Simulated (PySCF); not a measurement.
**Excited-state calculation, with input and output: C$_{3}$H$_{9}$AlF$_{2}$O**

The run: excited-state calculation of C$_{3}$H$_{9}$AlF$_{2}$O, SMILES C[O+]([AlH3-])CC(F)F. Method and program: TDDFT CAM-B3LYP/def2-SVPD, vertical, gas phase, core orbitals frozen in the response (PySCF 2.14.0).

The geometry comes from this level: PBE0-D3(BJ)/def2-SVP. It belongs to a series of runs on one base structure; here: H on C replaced by CHF2.

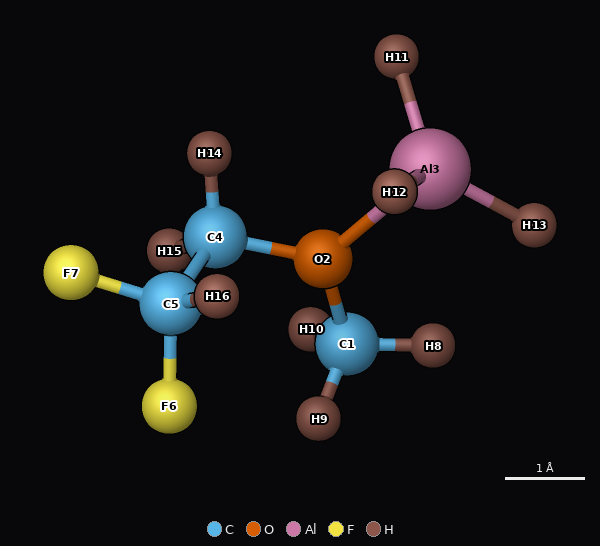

The input geometry (ball-and-stick view, seen at a tilt; atoms are numbered from 1 in the order of the input). Sticks mark near contacts.

## Input file
```
{"job": {"kind": "uv", "xc": "CAM-B3LYP", "basis": "def2-SVPD", "ip": true}, "charge": 0, "multiplicity": 1}
C     -0.557757     1.588332    -0.447723
O     -0.471837     0.186802    -0.190005
Al    -1.819115    -0.879208     0.850180
C      0.661096    -0.495645    -0.697298
C      1.836478    -0.423351     0.254276
F      2.276499     0.854489     0.346700
F      2.831842    -1.173550    -0.255269
H     -1.516518     1.920295    -0.033463
H      0.271826     2.118049     0.038017
H     -0.538556     1.761871    -1.534479
H     -2.221797    -1.937884    -0.285713
H     -0.846388    -1.434313     2.002827
H     -2.829746     0.310106     1.207154
H      0.370447    -1.546711    -0.838807
H      0.953950    -0.073149    -1.672039
H      1.581188    -0.780240     1.266157
```

The first line tells a small driver script what to run in PySCF; the rest is the geometry in Å.

Launched with:
```bash
OMP_NUM_THREADS=1 python <driver script> task.json out
```

## What the program printed
```
coarse grid: 13720 points
cycle   1  E = -636.3583249710  dE =  6.481e-01  |g| = 7.741e-01  |ddm| = 5.048e+00
cycle   2  E = -636.3285284659  dE =  2.980e-02  |g| = 9.444e-01  |ddm| = 1.543e+00
cycle   3  E = -636.4727341744  dE = -1.442e-01  |g| = 6.016e-02  |ddm| = 7.817e-01
cycle   4  E = -636.4733441383  dE = -6.100e-04  |g| = 2.316e-02  |ddm| = 9.561e-02
cycle   5  E = -636.4734530083  dE = -1.089e-04  |g| = 6.650e-03  |ddm| = 3.449e-02
cycle   6  E = -636.4734604893  dE = -7.481e-06  |g| = 2.806e-03  |ddm| = 8.495e-03
final grid: 128280 points
cycle   7  E = -636.5730591254  dE = -3.775e-05  |g| = 5.841e-03  |ddm| = 8.163e-02
cycle   8  E = -636.5730564471  dE =  2.678e-06  |g| = 7.287e-03  |ddm| = 1.431e-02
cycle   9  E = -636.5730654925  dE = -9.045e-06  |g| = 4.599e-04  |ddm| = 5.810e-03
cycle  10  E = -636.5730655357  dE = -4.325e-08  |g| = 1.853e-04  |ddm| = 9.812e-04
cycle  11  E = -636.5730655438  dE = -8.095e-09  |g| = 5.065e-05  |ddm| = 4.141e-04
cycle  12  E = -636.5730655443  dE = -4.216e-10  |g| = 1.637e-05  |ddm| = 6.979e-05
```

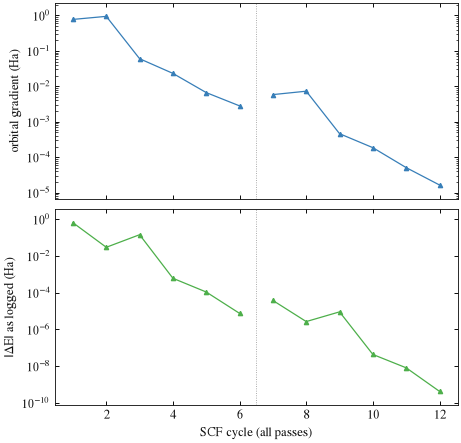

Convergence of the self-consistent field: orbital gradient and size of the energy change against the SCF cycle. The dotted line marks the change from a coarse to the final integration grid. The first 6 cycles use a coarse grid, the final grid takes over at cycle 7, and the field converges after 12 cycles in all.

```
converged SCF energy = -636.5730655443

Static polarisability (au): isotropic 75.999, principal 70.379 76.201 81.417

Singlet excitations
state   eV       nm        f      main configurations
  1   6.5509    189.3   0.00530   H->L+1 0.59, H->L 0.31
  2   6.7678    183.2   0.00883   H-1->L+1 0.57, H-1->L 0.33
  3   7.3964    167.6   0.11836   H->L 0.52, H->L+1 0.36
  4   7.5812    163.5   0.06607   H-1->L 0.28, H-1->L+1 0.20, H->L+2 0.18
  5   7.6042    163.0   0.04567   H-1->L 0.24, H-1->L+1 0.17, H->L+2 0.12
  6   8.0699    153.6   0.02793   H->L+2 0.35, H->L+4 0.13, H-1->L+5 0.09
  7   8.2941    149.5   0.06822   H-1->L+2 0.23, H->L+3 0.17, H->L+5 0.14
  8   8.3461    148.6   0.26470   H->L+6 0.37, H-1->L+2 0.22, H->L+5 0.09
  9   8.3900    147.8   0.09587   H->L+3 0.33, H-1->L+6 0.30, H->L+6 0.15
 10   8.4936    146.0   0.02198   H->L+4 0.34, H-1->L+6 0.19, H->L+3 0.11

Triplet excitations (Tamm-Dancoff, eV): 6.0851 6.2655 7.1324 7.1959
Vertical ionisation energy (delta-SCF) = 10.0123 eV
```

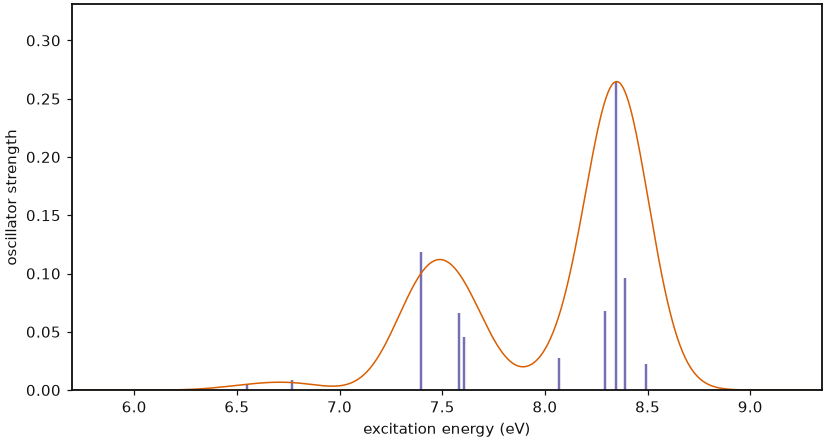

Computed excitations as sticks (degenerate states added up, dark ones marked on the axis), with a Gaussian envelope of 0.35 eV full width at half maximum, scaled to the tallest. Of the 10 states the lowest lies at 6.55 eV (f = 0.005); the strongest line is at 8.35 eV, or 149 nm (f = 0.265).

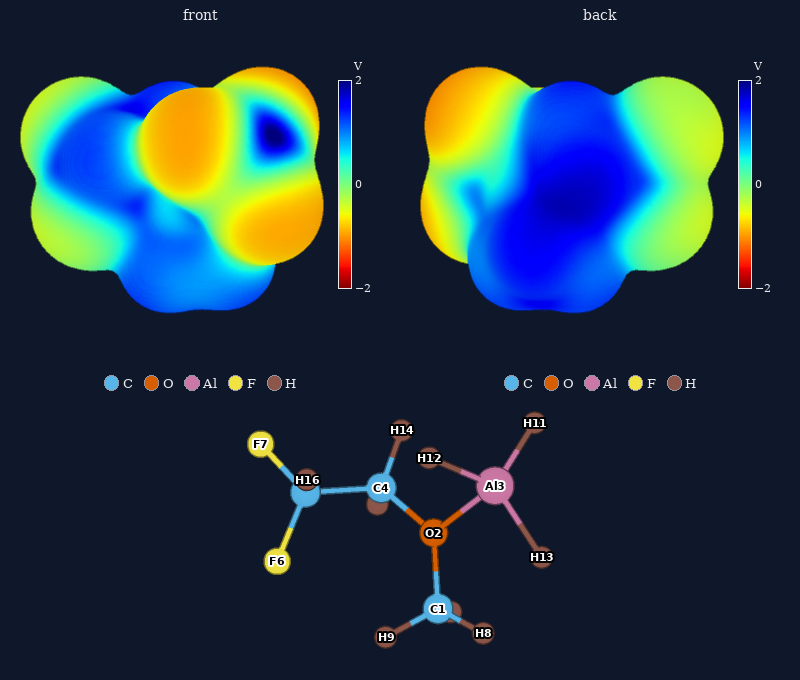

The molecular electrostatic potential painted on the density surface at 0.002 e/bohr³, seen at a tilt and from behind; red is negative and blue positive. The bare structure is drawn below in the same view.

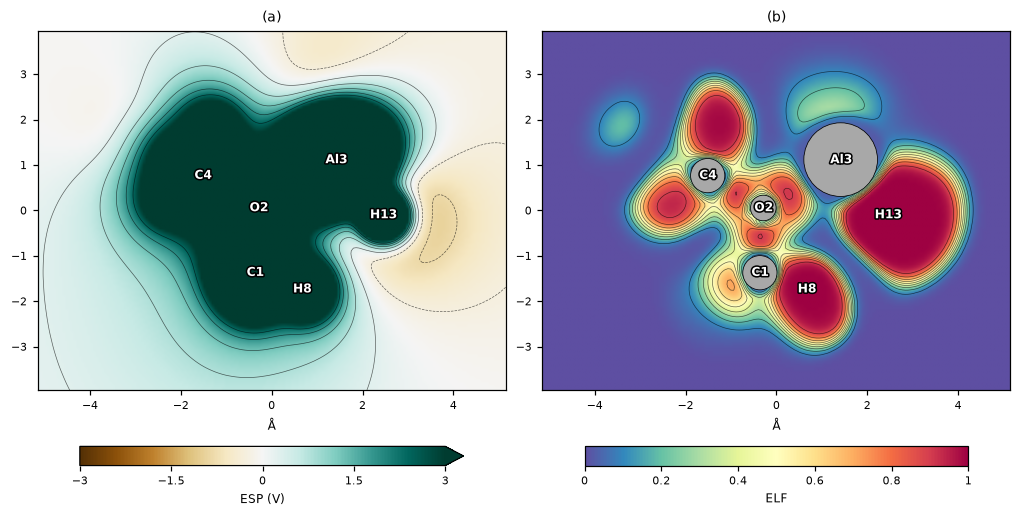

(a) electrostatic potential; (b) electron localisation function on the plane of atoms C1, O2 and Al3. Grey discs, where drawn, cover atomic cores. The section cuts through C, O, Al and H sites. C–O (1.42 Å): the ELF peaks at about 0.90 between the atoms, which marks a shared but strongly polarised pair. Al–O (2.01 Å): the ELF peaks at about 0.90 in the valence shell of O, 0.6 Å from its nucleus, and is about 0.45 at the midpoint. Al–H (1.60 Å): the ELF climbs to about 1 towards the hydrogen.

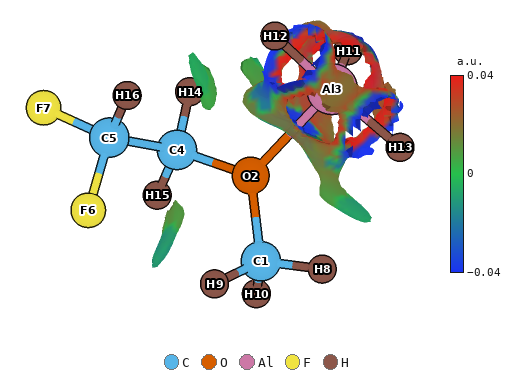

Non-covalent interaction (NCI) plot: the surface where the reduced density gradient is 0.6, for densities under 0.05 a.u., coloured by sign(λ₂)ρ; seen face on.

## Summary

- outcome: converged
- total energy: −636.573066 hartree
- HOMO: −9.00 eV
- LUMO: 0.80 eV
- dipole moment: 3.39 D
- mean polarisability: 76.00 a.u.
- vertical ionisation energy: 10.01 eV
- lowest singlet excitation: 6.55 eV
- hardware: 1 CPU thread, shared host
- wall time: 2.7 min
- peak memory: 1.1 GiB
